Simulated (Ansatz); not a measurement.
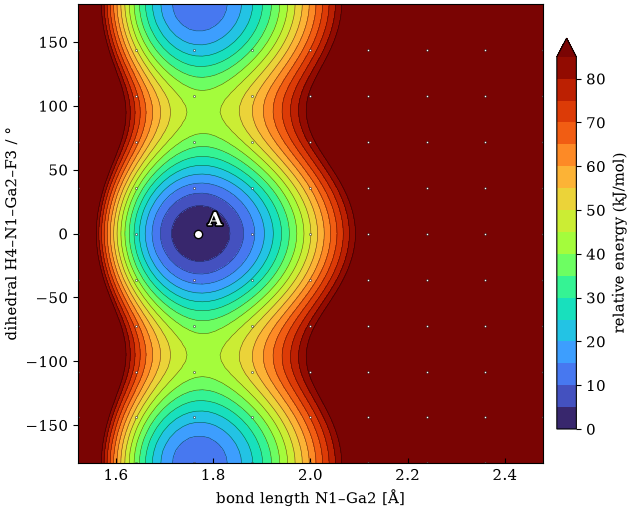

FGaH2N, SMILES [NH-][GaH][F], charge −1. First axis: bond length N1–Ga2. Second axis: dihedral H4–N1–Ga2–F3. Nothing is relaxed (all other coordinates rigid). The grid has 9 × 10 points; 54 points were computed and 36 follow by symmetry. Energies are in kJ/mol, from the relaxed molecule at the same level. Method: Ansatz, RKS PBE0-D4/def2-TZVPD.

The picture shows filled contours, dots at the grid points, one colour for all values above the top of the scale, the well A. Between grid points the surface is interpolated.

Q: Where is the minimum, and how stiff is the well along each coordinate? Take the well at A.

A: The interpolated minimum is at bond length N1–Ga2 ≈ 1.769 Å, dihedral H4–N1–Ga2–F3 ≈ 0°. The curvatures there are about 27 eV/Å² and 0.74 eV/rad², with a cross term of about 0 eV/(Å·rad). Round the minimum the two coordinates are nearly uncoupled. (1 eV is 96.5 kJ/mol.)
